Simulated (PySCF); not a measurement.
```xyz
11

F     1.9749    0.8502    1.4057
C     1.6957    0.2526    0.2529
F     2.4351    0.8399   -0.6974
O     0.3517    0.4536    0.0008
C    -0.2929   -0.3965   -0.8148
S     0.3175   -1.6715   -1.5795
C    -1.7630    0.0211   -0.9222
F    -2.4596   -0.8257   -1.6715
F    -2.3396    0.0626    0.2819
F    -1.8825    1.2342   -1.4649
H     1.9681   -0.8178    0.3028
```

Geometry: GFN2-xTB.

All numbers below come from PBE0/pcSseg-1, SCF density, gas phase, non-relativistic (PySCF 2.14.0).

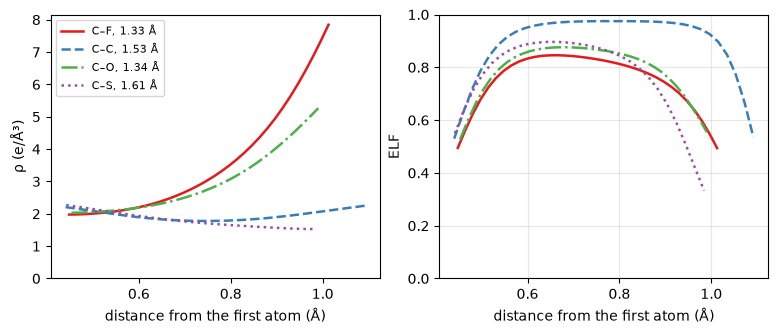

C₃HF₅OS (SMILES FC(F)OC(=S)C(F)(F)F). Electron density and ELF along straight lines between neighbouring atoms. The curves leave out the atomic cores.

> What kind of bonding do the profiles show?

C–F (1.33 Å): the density is about 2.5 e/Å³ at the midpoint; the ELF peaks at about 0.85 between the atoms; a polar covalent bond.
C–C (1.53 Å): ρ at the midpoint is about 1.8 e/Å³; the ELF peaks at about 1 between the atoms, as expected for a covalent bond.
C–O (1.34 Å): ρ is about 2.4 e/Å³ halfway; the ELF peaks at about 0.90 between the atoms; a polar covalent bond.
C–S (1.61 Å): ρ at the midpoint is about 1.6 e/Å³; the ELF peaks at about 0.90 between the atoms (a covalent bond).
